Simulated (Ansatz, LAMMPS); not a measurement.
# Glassy 68GeO2-29SrO-3Gd2O3 (mol %) (105 atoms): a single point

Wanted: forces, charges and levels of glassy 68GeO2-29SrO-3Gd2O3 (mol %) (105 atoms).

Program: Ansatz 0.2.0. Level of theory: Kohn-Sham DFT, LDA, PAW (set soft_2), plane waves. Results are calculated unless marked as measured.

### Step 1. Set-up

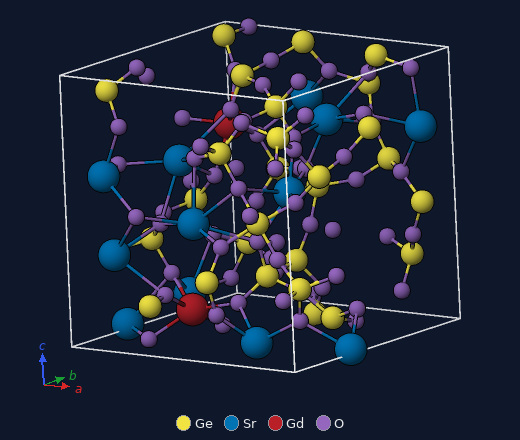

The starting structure, seen slightly off an axis (germanium yellow, strontium blue, gadolinium red, oxygen purple). Bonds to atoms that aren't drawn are left out. Some periodic images of atoms are drawn too.

The cell holds 105 atoms: 26 Ge, 11 Sr, 2 Gd and 66 O. Cell: a = 12.039 Å, b = 12.039 Å, c = 12.039 Å, α = 90.0°, β = 90.0°, γ = 90.0°. 105 atoms (26 Ge, 11 Sr, 2 Gd, 66 O) placed at random at 4.02 g/cm³, melted at 4000 K for 10 ps at fixed volume with the Morse and Coulomb pair potential with partial charges (Pedone, Malavasi, Menziani, Cormack and Segre, J. Phys. Chem. B 110, 11780 (2006)). Quenched from 4000 K to 300 K at 20 K/ps and fixed volume, held 5 ps, then minimised at fixed cell.

Limits known from the start: The quench rate of 20 K/ps far exceeds what a furnace or splat quench reaches, so expect more defects and frozen-in strain than in a real sample. The network of bonds at the start is that of the classical potential that made the cell, and needn't be the one that DFT or experiment would give. Without a Hubbard term or exact exchange, open shells on Gd are likely too delocalised. Sampling is at Γ alone, for a cell whose shortest periodic width is 12 Å. No spin–orbit coupling is included, so levels derived from the heavy atoms are approximate.

### Step 2. Making the structure

A classical potential makes the cell, at a small fraction of what the same run would cost in DFT.

This step: classical MD, Morse and Coulomb pair potential with partial charges (Pedone, Malavasi, Menziani, Cormack and Segre, J. Phys. Chem. B 110, 11780 (2006)) (LAMMPS 22 Jul 2025 - Update 4).

in.lmp reads:

```
# melt-quench of Ge26Sr11Gd2O66
units metal
atom_style charge
boundary p p p
region box block 0 12.0385 0 12.0385 0 12.0385
create_box 4 box
mass 1 72.6300   # Ge
mass 2 87.6200   # Sr
mass 3 157.2500   # Gd
mass 4 15.9990   # O
create_atoms 1 random 26 600850 NULL overlap 1.5 maxtry 2000
create_atoms 2 random 11 600857 NULL overlap 1.5 maxtry 2000
create_atoms 3 random 2 600864 NULL overlap 1.5 maxtry 2000
create_atoms 4 random 66 600871 NULL overlap 1.5 maxtry 2000
pair_style hybrid/overlay pedone 5.5 coul/long 8.0
pair_coeff * * coul/long
pair_coeff 1 4 pedone 0.158118 2.294230 2.261313 5   # Ge-O
pair_coeff 2 4 pedone 0.019623 1.886000 3.328330 3   # Sr-O
pair_coeff 3 4 pedone 0.000132 2.013000 4.351589 3   # Gd-O
pair_coeff 4 4 pedone 0.042395 1.379316 3.618701 22   # O-O
set type 1 charge 2.4
set type 2 charge 1.2
set type 3 charge 1.8
set type 4 charge -1.2
kspace_style pppm 1.0e-4
neigh_modify delay 0 every 1 check yes
thermo_style custom step time temp pe press density
thermo_modify norm yes
timestep 0.002
thermo 100
min_style cg
minimize 1e-4 1e-4 200 2000
reset_timestep 0
velocity all create 4000 600851 mom yes dist gaussian
# [... 14 lines left out ...]
thermo 1250
fix md all nvt temp 300 300 0.2
run 2500 post no
unfix md
thermo 100
min_style cg
minimize 0 1e-3 2000 20000
write_dump all custom glass.dump id type xs ys zs modify sort id
```

The run is started by

```bash
$ lmp -in in.lmp -log none -nocite
```

Numbers of over 12 decimals in the logs are rounded to 6 here.

What it wrote:

```text
LAMMPS (22 Jul 2025 - Update 4)
Created orthogonal box = (0 0 0) to (12.0385 12.0385 12.0385)
Created 26 atoms
Created 11 atoms
Created 2 atoms
Created 66 atoms
PPPM initialization ...
  G vector (1/distance) = 0.37315373
  grid = 12 12 12
  estimated relative force accuracy = 8.4015818e-05
   Step          Time           Temp          PotEng         Press         Density
         0   0              0             -0.33625941     583461.46      4.0189756
       100   0.2            0             -14.053625     -6250.9787      4.0189756
       105   0.21           0             -14.063489     -3267.9902      4.0189756
Loop time of 0.0596509 s on 1 MPI rank(s) for 105 steps with 105 atoms
Minimization stats:
  Stopping criterion = energy tolerance
  Energy initial, next-to-last, final =
     -0.33625941176539  -14.0620933577526  -14.0634892111759
  Force two-norm initial, final = 280.78983 2.5793398
  Iterations, force evaluations = 105 139
[... 12 lines left out ...]
[... 2 lines left out ...]
Loop time of 1.82472 s on 1 MPI rank(s) for 5000 steps with 105 atoms
   Step          Time           Temp          PotEng         Press         Density
[... 12 lines left out ...]
Loop time of 32.2444 s on 1 MPI rank(s) for 92500 steps with 105 atoms
   Step          Time           Temp          PotEng         Press         Density
[... 2 lines left out ...]
    100000   200            332.6645      -14.128024     -7120.318       4.0189756
    101000   202            340.49433     -14.135953     -10152.111      4.0189756
Loop time of 0.817354 s on 1 MPI rank(s) for 2500 steps with 105 atoms
   Step          Time           Temp          PotEng         Press         Density
    101000   202            340.49433     -14.135953     -10152.111      4.0189756
    101014   202.028        340.49433     -14.168818     -5319.3155      4.0189756
Loop time of 0.0236823 s on 1 MPI rank(s) for 14 steps with 105 atoms
Minimization stats:
  Stopping criterion = linesearch alpha is zero
  Energy initial, next-to-last, final =
     -14.1359528299477  -14.1688176649959  -14.1688176649959
  Force two-norm initial, final = 11.506969 0.63570482
  Iterations, force evaluations = 14 61
```

The job ended after 35 s (1 thread of Arm Neoverse V2, shared host; peak memory 0.077 GiB).

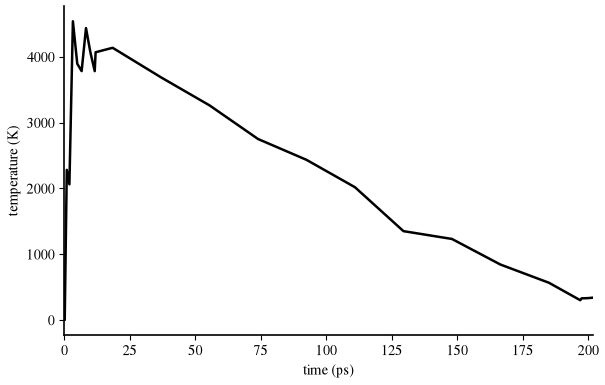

Temperature against time.

### Step 3. Plane-wave single point

The electrons are solved once, with the atoms held.

input.yaml reads:

```yaml
crystal:
  lattice:
    - [12.0385, 0.0, 0.0]
    - [0.0, 12.0385, 0.0]
    - [0.0, 0.0, 12.0385]
  atoms:
    - { symbol: Ge, position: [0.63473, 0.44019, 0.85729] }
    - { symbol: Ge, position: [0.54004, 0.79294, 0.48672] }
    - { symbol: Ge, position: [0.55954, 0.44304, 0.22554] }
    - { symbol: Ge, position: [0.96939, 0.84486, 0.45794] }
    - { symbol: Ge, position: [0.58914, 0.04357, 0.28318] }
    - { symbol: Ge, position: [0.10902, 0.36251, 0.33716] }
    - { symbol: Ge, position: [0.11134, 0.84173, 0.99033] }
    - { symbol: Ge, position: [0.70618, 0.20533, 0.47987] }
    - { symbol: Ge, position: [0.65514, 0.97269, 0.84019] }
    - { symbol: Ge, position: [0.12334, 0.61623, 0.43265] }
    - { symbol: Ge, position: [0.842, 0.93938, 0.23634] }
    - { symbol: Ge, position: [0.46969, 0.83731, 0.00098] }
    - { symbol: Ge, position: [0.83204, 0.78951, 0.99548] }
    - { symbol: Ge, position: [0.87284, 0.12881, 0.82441] }
    - { symbol: Ge, position: [0.74916, 0.9477, 0.57621] }
    - { symbol: Ge, position: [0.89533, 0.33432, 0.6448] }
    - { symbol: Ge, position: [0.39142, 0.57066, 0.92282] }
    - { symbol: Ge, position: [0.53769, 0.22027, 0.71902] }
    - { symbol: Ge, position: [0.95339, 0.56997, 0.78298] }
    - { symbol: Ge, position: [0.35422, 0.00889, 0.18047] }
    - { symbol: Ge, position: [0.48975, 0.71359, 0.22321] }
    - { symbol: Ge, position: [0.28232, 0.90134, 0.50616] }
    - { symbol: Ge, position: [0.12228, 0.11396, 0.93339] }
    - { symbol: Ge, position: [0.78888, 0.51907, 0.07818] }
    - { symbol: Ge, position: [0.88029, 0.20958, 0.25323] }
    - { symbol: Ge, position: [0.21842, 0.78886, 0.24825] }
    - { symbol: Sr, position: [0.6576, 0.23401, 0.03069] }
    - { symbol: Sr, position: [0.11609, 0.56481, 0.09822] }
    - { symbol: Sr, position: [0.35668, 0.99522, 0.76016] }
    - { symbol: Sr, position: [0.22545, 0.39157, 0.63022] }
    - { symbol: Sr, position: [0.64241, 0.48758, 0.53108] }
    - { symbol: Sr, position: [0.10335, 0.0978, 0.61825] }
    - { symbol: Sr, position: [0.6593, 0.70622, 0.75917] }
    - { symbol: Sr, position: [0.98364, 0.83597, 0.73952] }
    - { symbol: Sr, position: [0.9989, 0.34127, 0.01747] }
    - { symbol: Sr, position: [0.1403, 0.09285, 0.33284] }
    - { symbol: Sr, position: [0.40451, 0.22108, 0.44652] }
    - { symbol: Gd, position: [0.23131, 0.69394, 0.7084], spin: -7.0 }
    - { symbol: Gd, position: [0.30995, 0.32012, 0.10336], spin: 7.0 }
    - { symbol: O, position: [0.18468, 0.0932, 0.80945] }
    - { symbol: O, position: [0.2343, 0.94012, 0.22102] }
    - { symbol: O, position: [0.41848, 0.85619, 0.52782] }
    - { symbol: O, position: [0.71087, 0.96941, 0.28169] }
    - { symbol: O, position: [0.85087, 0.25169, 0.7562] }
    - { symbol: O, position: [0.55492, 0.40223, 0.36076] }
    - { symbol: O, position: [0.22298, 0.6014, 0.53324] }
    - { symbol: O, position: [0.00304, 0.26951, 0.30206] }
    - { symbol: O, position: [0.92758, 0.03265, 0.73719] }
    - { symbol: O, position: [0.66358, 0.49786, 0.73509] }
    - { symbol: O, position: [0.7785, 0.22017, 0.34987] }
    - { symbol: O, position: [0.78669, 0.65901, 0.03857] }
    - { symbol: O, position: [0.64336, 0.88952, 0.50081] }
    - { symbol: O, position: [0.15905, 0.65984, 0.29906] }
    - { symbol: O, position: [0.41686, 0.71171, 0.95339] }
    - { symbol: O, position: [0.33361, 0.56882, 0.79282] }
    - { symbol: O, position: [0.79752, 0.31651, 0.54225] }
    - { symbol: O, position: [0.54518, 0.78886, 0.1133] }
    - { symbol: O, position: [0.40346, 0.24818, 0.68286] }
    - { symbol: O, position: [0.74909, 0.08069, 0.87909] }
    - { symbol: O, position: [0.45718, 0.982, 0.27928] }
    - { symbol: O, position: [0.02883, 0.7175, 0.47246] }
    - { symbol: O, position: [0.30955, 0.49716, 0.0113] }
    - { symbol: O, position: [0.28406, 0.04226, 0.49663] }
    - { symbol: O, position: [0.85536, 0.66973, 0.80581] }
    - { symbol: O, position: [0.91108, 0.06705, 0.24112] }
    - { symbol: O, position: [0.14395, 0.77757, 0.11354] }
    - { symbol: O, position: [0.3527, 0.74977, 0.21123] }
    - { symbol: O, position: [0.52441, 0.51436, 0.91214] }
    - { symbol: O, position: [0.53484, 0.7463, 0.35276] }
    - { symbol: O, position: [0.22436, 0.86544, 0.63238] }
    - { symbol: O, position: [0.2357, 0.82717, 0.39541] }
    - { symbol: O, position: [0.49968, 0.57319, 0.21109] }
    - { symbol: O, position: [0.69776, 0.92847, 0.70807] }
    - { symbol: O, position: [0.38854, 0.94336, 0.05592] }
    - { symbol: O, position: [0.05173, 0.95832, 0.4734] }
    - { symbol: O, position: [0.86458, 0.86499, 0.55468] }
    - { symbol: O, position: [0.76604, 0.08262, 0.5375] }
    - { symbol: O, position: [0.02708, 0.28904, 0.61807] }
    [... 21 atom lines left out ...]
    - { symbol: O, position: [0.91069, 0.46732, 0.69308] }
    - { symbol: O, position: [0.17958, 0.22373, 0.00119] }
    - { symbol: O, position: [0.53332, 0.90014, 0.88833] }
    - { symbol: O, position: [0.17045, 0.38989, 0.21137] }
    - { symbol: O, position: [0.57146, 0.68686, 0.57344] }
    - { symbol: O, position: [0.73775, 0.44542, 0.95838] }
magnetization:
  spin_polarized: true
kpoints:
  mp_grid: { grid: [1, 1, 1] }
hamiltonian:
  xc: lda
scf:
  occupations: { method: fermi_dirac, width: 0.025 }
output:
  forces: true
  stress: true
  populations: true
  dos:
    method: { smearing: { sigma: 0.08 } }
    de: 0.1
    projected: { site_lists: { Gd: [Gd], Ge: [Ge], O: [O], Sr: [Sr] } }
  eigenvalues: true
  write_density: true
  write_potential: true
  volumetric_format: npy
```

The run is started by

```bash
$ ansatz run input.yaml --threads 8 --pin off --max-ram 15872MiB --backend cpu --events-out ev --progress --plain --runs-dir out
```

What it wrote:

```text
Gd: projections on atomic orbitals take those of the free atom [Kr 4d10] 4f7 5s2 5p6 5d1 6s2, of charge +0.00 (hamiltonian.pseudopotentials.projection_atoms); the dataset's partial waves leave at most 2.5e-4 of an orbital's norm unspanned inside its sphere
Engine: ansatz 0.2.0, aarch64-unknown-linux-gnu
Pseudopotentials: kind: paw
Pseudopotential: Ge, paw, valence charge 14, recommended cutoff 420 eV (normal), Ge.paw.azcp
Pseudopotential: Sr, paw, valence charge 10, recommended cutoff 420 eV (normal), Sr.paw.azcp
Pseudopotential: Gd, paw, valence charge 18, recommended cutoff 420 eV (normal), Gd.paw.azcp
Pseudopotential: O, paw, valence charge 6, recommended cutoff 420 eV (normal), O.paw.azcp
[... 3 lines on functional and potentials left out ...]
Crystal: 105 atoms, lattice volume = 1744.685 Å³
Basis set: ecut = 420 eV, 34049 PW (Γ)
Bands: 565, of which v1, the nominal top of the filled ones, is band 453 counted from 1 (452 counted from 0)
Symmetry: 1 space group operations
Space group: P1 (ITA 1), of the structure as read, at distance tolerance 1.2e-4 Å
Magnetic group: BNS 1.1 (UNI 1), of the structure as read, at distance tolerance 1.2e-4 Å
k-points: 1
[... 13 lines on functional and potentials left out ...]
Initial density: superposition of atomic densities (chi_scale 0.1, normalization cell, long waves 55 % of neutral atoms (reshape's long-wave potential 1.55 eV rms, cloud 2.62 Å wide))
Starting moments: Σ|m| = 14 μB on 2 of 105 sites
Starting magnetic order: compensated ferrimagnet; no operation exchanges its spin sublattices
Initial wavefunctions: pseudopotential atomic-orbital guess
Functional: x = slater, c = lda
SCF iter   1: F=—  HF=-202548.813596 eV  |F-HF|=—  |Δ(HF+E_count)|=         —  Δρ=1.31e-1 (↑1.31e-1 ↓1.31e-1)  dr2=1.75e3  dr2_m=5.55e1  M=0.005 μB ∫|m|=1.498 μB  β_m=0.02  ethr=3.10e-3  ⟨swp⟩=7.0  Hψ=4852  notcnv=0  defer=149
Mixer restart at iter 1: flushing history
preconditioner: auto → Kerker (q_TF=auto, 2.446 Å⁻¹)  [metal: Δε(μ)=0.024 eV  Ē_g=17.774 eV  σ=0.025 eV  W_gap=0.23  n_scr=436 (ndim 8)  ℏωp=26.4 eV  f_vac=0.101  D(μ)=53.30/eV (n_scr^D=388)]
spin=Collinear: Kerker preconditioning applied to the charge; magnetization (m = ρ↑ − ρ↓) channel mixes plain (no charge-response kernel on spin).
SCF iter   2: F=—  HF=-202518.241178 eV  |F-HF|=—  |Δ(HF+E_count)|=    3.06e1  Δρ=1.26e-1 (↑1.26e-1 ↓1.26e-1)  dr2=1.63e3  dr2_m=5.22e1  M=0.011 μB ∫|m|=1.301 μB  β_m=0.02  ethr=3.10e-3  ⟨swp⟩=3.0  Hψ=2209  notcnv=0  defer=198
Mixer restart at iter 2: flushing history
SCF iter   3: F=—  HF=-202490.949264 eV  |F-HF|=—  |Δ(HF+E_count)|=    2.73e1  Δρ=1.20e-1 (↑1.20e-1 ↓1.20e-1)  dr2=1.52e3  dr2_m=4.87e1  M=0.014 μB ∫|m|=1.175 μB  β_m=0.03  ethr=3.10e-3  ⟨swp⟩=3.0  Hψ=2070  notcnv=0  defer=195
Mixer restart at iter 3: flushing history
SCF iter   4: F=—  HF=-202466.817273 eV  |F-HF|=—  |Δ(HF+E_count)|=    2.41e1  Δρ=1.14e-1 (↑1.14e-1 ↓1.09e-1)  dr2=1.35e3  dr2_m=4.17e1  M=0.246 μB ∫|m|=1.477 μB  β_m=0.03  ethr=3.10e-3  ⟨swp⟩=2.0  Hψ=1580  notcnv=0  defer=198
Mixer restart at iter 4: flushing history
SCF iter   5: F=—  HF=-202462.997270 eV  |F-HF|=—  |Δ(HF+E_count)|=    3.82e0  Δρ=6.28e-2 (↑6.28e-2 ↓6.28e-2)  dr2=9.68e1  dr2_m=4.49e1  M=0.000 μB ∫|m|=14.412 μB  β_m=0.08  ethr=3.10e-3  ⟨swp⟩=3.0  Hψ=1645  notcnv=0  defer=198
Mixer restart at iter 5: flushing history
[...]
spin-set hold released at iteration 15 (site moments' squared step at or under half its running peak, from the soft ceiling on): the magnetisation degrees of freedom join the quasi-Newton model from the next iteration; the mixer history was flushed
[...]
SCF iter  26: F=—  HF=-202430.273074 eV  |F-HF|=—  |Δ(HF+E_count)|=   1.70e-4  Δρ=1.76e-5 (↑1.69e-5 ↓1.76e-5)  dr2=3.17e-5  dr2_m=7.53e-8  M=-0.000 μB ∫|m|=14.047 μB  β_m=0.71  ethr=4.08e-8  ⟨swp⟩=2.0  Hψ=1829  notcnv=0  defer=201
SCF iter  27: F=—  HF=-202430.277421 eV  |F-HF|=—  |Δ(HF+E_count)|=   4.35e-3  Δρ=1.28e-5 (↑1.27e-5 ↓1.28e-5)  dr2=1.24e-5  dr2_m=7.49e-9  M=-0.000 μB ∫|m|=14.047 μB  β_m=0.64  ethr=3.50e-9  ⟨swp⟩=2.0  Hψ=1828  notcnv=0  defer=201
SCF iter  28: F=—  HF=-202430.277428 eV  |F-HF|=—  |Δ(HF+E_count)|=   6.17e-6  Δρ=3.13e-6 (↑3.13e-6 ↓3.10e-6)  dr2=1.29e-6  dr2_m=1.71e-9  M=-0.000 μB ∫|m|=14.047 μB  β_m=0.71  ethr=1.37e-9  ⟨swp⟩=2.0  Hψ=1695  notcnv=0  defer=201
SCF iter  29: F=—  HF=-202430.277429 eV  |F-HF|=—  |Δ(HF+E_count)|=   1.71e-6  Δρ=2.74e-6 (↑2.74e-6 ↓2.74e-6)  dr2=6.45e-7  dr2_m=5.24e-10  M=-0.000 μB ∫|m|=14.047 μB  β_m=0.67  ethr=1.42e-10  ⟨swp⟩=2.0  Hψ=1829  notcnv=0  defer=201
SCF iter  30: F=-202430.277430 eV  HF=-202430.277430 eV  |F-HF|=3.55e-8  |Δ(HF+E_count)|=   3.94e-7  Δρ=1.07e-6 (↑1.07e-6 ↓9.57e-7)  dr2=9.69e-8  dr2_m=6.57e-10  M=-0.000 μB ∫|m|=14.047 μB  ethr=1.10e-11  ⟨swp⟩=18.0  Hψ=10723  notcnv=0
SCF 1 converged in 30 iterations: F = -202430.277430 eV  dr2 = 9.69e-8
[...]
SCF converged after 30 iterations
Magnetization: -0.0000 μB (453.0000 up, 453.0000 down)
Absolute magnetization: 14.0487 μB (∫|ρ↑−ρ↓|, with the PAW one-centre terms)
Spin contamination: 7.0142 ħ² per cell (⟨S²⟩ above its minimum at these occupations)
Per-site moments (μB) at R_I (Å): [(-5.132175307228925e-7, 0.686137), (-1.3695390901095852e-5, 0.698065), (4.274417923131314e-5, 0.701777), (-7.278764048053107e-6, 0.700384), (4.0420861914700036e-6, 0.699925), [...]
Free energy (F): -202430.277430 eV
Harris-Foulkes:  -202430.277430 eV  (|F-HF|=3.55e-8)
Internal energy: -202430.277430 eV  (E = F + TS)
E sigma→0 (E₀):  -202430.277430 eV
Fermi energy:    5.539915 eV
--- Per-component energies (eV) ---
  E_band       = -8034.890290
  E_kinetic    = 17919.750090
  E_local      = -132209.260904  (includes V_loc(G=0)·N_el)
  E_nonlocal   = 17344.520188
  E_hartree    = 55334.587218
  E_xc         = -9032.635596
  E_vxc        = -10065.734226  (∫ρ·V_xc dr)
  E_paw        = -101453.424767  (= ΣΔE_a)
  E_vpaw       = -11693.507180  (= ΣTr[D̂ρ^β])
  E_aug_tail   = 0.176139  (compensation charges beyond the density's cutoff)
  E_ewald      = -50395.796654
  E_core_change = 61.806856  (= ΣΔE_core)
  E_smearing   = -0.000000  (= −TS)
  E_closure    = 0.000000  (closes the sum)
  Σ components = -202430.277430   (vs F -202430.277430, Δ=0.00e0)
--- Forces (eV/Å), atoms counted from 1 ---
  atom   1  Ge    -0.46785064     0.86380998    -0.41791719
  atom   2  Ge    -0.17319065    -0.09897325    -0.10084610
  atom   3  Ge     0.18890341     0.58727720     0.02834985
  atom   4  Ge     0.55803608     1.47798277    -1.27540257
  atom   5  Ge     0.50035072     0.66838003    -2.16173459
  atom   6  Ge     0.10826793     0.34326543    -0.00538541
  atom   7  Ge     0.36093354     0.84474674    -0.36377955
  atom   8  Ge     0.82143186    -1.89589016    -0.10835685
  atom   9  Ge     1.43077224     1.00699849    -0.20115573
  atom  10  Ge     0.97160064     0.98625050    -0.23302669
  atom  11  Ge    -0.95046928     0.80242242     0.39552259
  atom  12  Ge    -0.31519466    -0.92350120     2.48351621
  atom  13  Ge     0.33397523    -0.21762279     0.82041836
  atom  14  Ge     1.00645716    -1.03367203    -1.98846616
[...]
atom 104  O      0.74639092    -1.55839228     1.04667793
  atom 105  O      0.44798306    -1.20698820     0.04071155
  max |Σ_I F_I| component: 4.34e-4 eV/Å
--- Stress (GPa, compression-positive) ---
       -2.866652      -0.682978      -1.039668
       -0.682978      -3.125633      -0.094145
       -1.039668      -0.094145      -2.338970
  P = ⅓ Tr σ = -2.7771 GPa (-27.771 kbar)
--- Band table (eV) ---
  k-point 0 ↑: bands = ["-39.1786", "-35.7099", "-30.6110", "-29.9084", [... 549 levels ...], "12.1665", "12.2221", "12.2337", "12.3110", "12.3633", "12.3885", "12.3990", "12.4276", "12.4853", "12.5159", "12.5339", "12.5444"]
  k-point 0 ↓: bands = ["-38.5955", "-36.2846", "-30.6111", "-29.9086", [... 549 levels ...], "12.1659", "12.1921", "12.2567", "12.2744", "12.3435", "12.3751", "12.4195", "12.4272", "12.4899", "12.5027", "12.5239", "12.5535"]
--- Löwdin populations: 105 sites ---
  site symbol       q [e]    m [muB]
     0     Ge     12.5277     0.0000
     1     Ge     12.4680    -0.0000
     2     Ge     12.5148     0.0001
[...]
104      O      6.7844    -0.0000
  spilling = 0.007000 (of n_electrons = 906.000000)
```

Run time: 91 s. Hardware: 8 threads of Arm Neoverse V2, shared host; peak memory 4.6 GiB; 12 min of CPU time.

The column dr2 measures how far the density is from self-consistency, as an energy; F and HF (Harris–Foulkes) agree once it is small.

The program notes that the stability of the SCF solution was not settled.

Numbers from this run:

* free energy: -202430.2774 eV
* free energy per atom: -1927.9074 eV/atom
* SCF cycles: 30
* pressure: -2.777 GPa
* r.m.s. force component: 0.9193 eV/Å
* longest force: 2.851 eV/Å
* Fermi energy: 5.54 eV
* gap (highest filled to lowest empty level): 1.208 eV
* absolute moment: 14.05 μB
* spilling of the projection: 0.007

Neighbours are counted within 2.27 Å (O-Ge), 3.08 Å (O-Sr), 3.07 Å (O-Gd).

Length of the force by element and coordination:

| element | coordination | atoms | mean length of the force (eV/Å) | spread | least | most |
| --- | --- | --- | --- | --- | --- | --- |
| Gd | all | 2 | 0.809 | 0.327 | 0.482 | 1.14 |
| Ge | all | 26 | 1.39 | 0.653 | 0.224 | 2.67 |
| Ge | 4 | 23 | 1.31 | 0.653 | 0.224 | 2.67 |
| Ge | 5 | 3 | 1.98 | 0.159 | 1.76 | 2.12 |
| O | all | 66 | 1.63 | 0.505 | 0.151 | 2.85 |
| O | 2 | 25 | 1.22 | 0.413 | 0.151 | 2.11 |
| O | 3 | 39 | 1.86 | 0.370 | 1.14 | 2.85 |
| O | 4 | 2 | 2.25 | 0.264 | 1.98 | 2.51 |
| Sr | all | 11 | 0.967 | 0.342 | 0.228 | 1.47 |
| Sr | 4 | 3 | 0.572 | 0.310 | 0.228 | 0.980 |
| Sr | 5 | 3 | 1.07 | 0.208 | 0.802 | 1.31 |
| Sr | 6 | 4 | 1.16 | 0.226 | 0.942 | 1.47 |
| Sr | 7 | 1 | 1.08 | 0 | 1.08 | 1.08 |

[end of part 1 of 2]

[Logs are printed without paths, hosts, clocks, repeated set-up lines and the standing remarks that a program may print on its own settings, such as how far it seeks lower states.]

[Hosts, paths, dates, database ids (printed as entryN), source tags and the programs' standing remarks are cut or masked in the printed files.]
